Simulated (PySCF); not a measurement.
# C$_{4}$H$_{7}$OS (SMILES CCOC[C]=S) (doublet): what the fields show

```xyz
13

C    -1.9899    0.3980   -0.3052
C    -0.7562   -0.4604   -0.0817
O     0.3854    0.3327   -0.3207
C     1.6000   -0.3618   -0.1421
C     2.7704    0.4654   -0.3917
S     3.0183    1.9580   -0.8147
H    -2.8868   -0.1893   -0.1291
H    -1.9759    1.2466    0.3729
H    -1.9986    0.7717   -1.3253
H    -0.7611   -1.3258   -0.7643
H    -0.7368   -0.8436    0.9516
H     1.6754   -0.7550    0.8888
H     1.6513   -1.2360   -0.8175
```

Geometry: GFN2-xTB.

All numbers below come from UKS B3LYP, pcH-1 on C H O S, non-relativistic, mean-field spin-orbit, GIAO (PySCF).

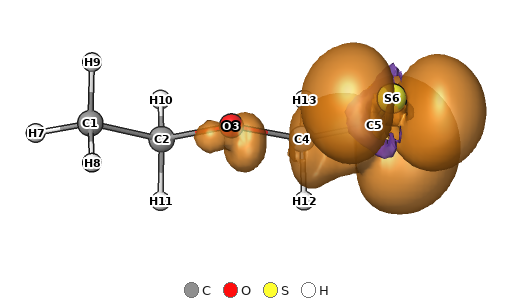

Figure 1. Isosurfaces of the spin density (α minus β) at +0.015 (orange) and −0.015 e/Å³ (purple), seen from one side.

**Which atoms carry the spin?**

The unpaired spin (1 electron) lies mostly on C5 (about 0.5), S6 (about 0.4) and C4 (about 0.1), in electrons by Hirshfeld's partition.

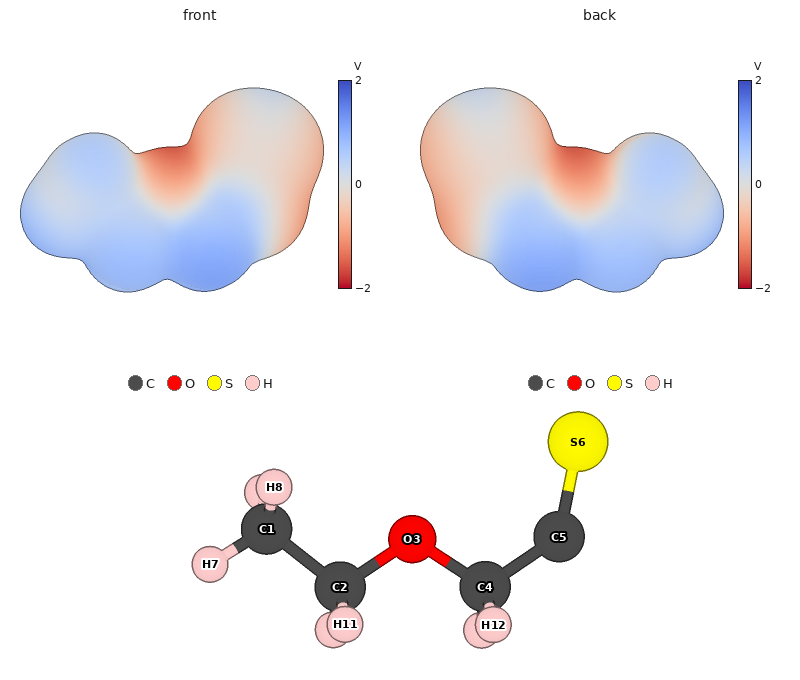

Figure 2. The electrostatic potential painted on the density surface at 0.002 e/bohr³, seen from the front and from behind; the colour scale runs from red (negative) to blue (positive). The bare structure is drawn below in the same view.

**Which sites attract a positive test charge, and which a negative one?**

A positive charge is drawn to the negative regions and a negative charge to the positive ones. The most negative region (about −1.5 V) lies over O3, the most positive (about +1.1 V) over H12 and H13. O3 is the likeliest acceptor of a hydrogen bond.

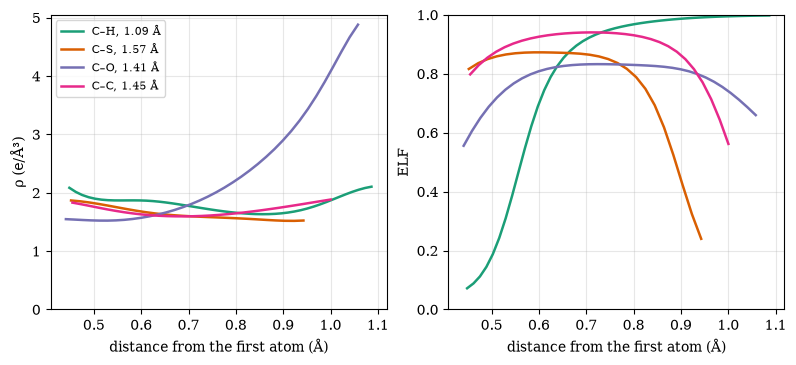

Figure 3. Electron density and ELF along straight lines between neighbouring atoms. The curves leave out the atomic cores.

**Compare the contacts.**

C–H (1.09 Å): ρ at the midpoint is about 1.9 e/Å³; the ELF climbs to about 1 towards the hydrogen, as it does in any bond to H.
C–S (1.57 Å): ρ at the midpoint is about 1.6 e/Å³; the ELF peaks at about 0.85 between the atoms, as expected for localised, covalent bonding.
C–O (1.41 Å): ρ is about 1.8 e/Å³ halfway, with its minimum of 1.5 e/Å³ about 0.5 Å from C; the ELF peaks at about 0.85 between the atoms; a shared but strongly polarised pair.
C–C (1.45 Å): the density is about 1.6 e/Å³ at the midpoint; the ELF peaks at about 0.95 between the atoms; a covalent bond.
